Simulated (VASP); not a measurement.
Band structure of FeAl (CsCl type). Calculation: r2SCAN+rVV10, VASP's PBE PAW potentials (set 64) (plane waves; VASP 6.6.1).

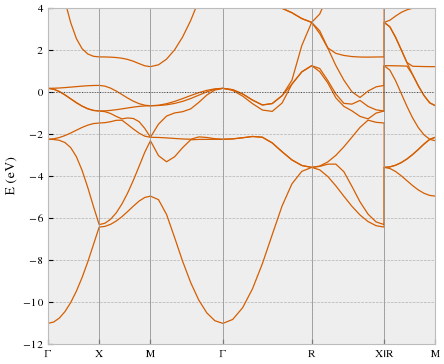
Figure. Bands along high-symmetry lines, zero at the valence-band maximum or, without a gap, the Fermi level

Q: Read the plot: is there a gap, and where are the band edges?

A: It has no gap at this level: it comes out as a metal or semimetal.

The compound is FeAl in the CsCl type structure. It was relaxed first, which changed the volume by -7 %. The run is not spin-polarised, so no magnetic state was tried. The electron count is odd and the run is not spin-polarised, which forces a metal.
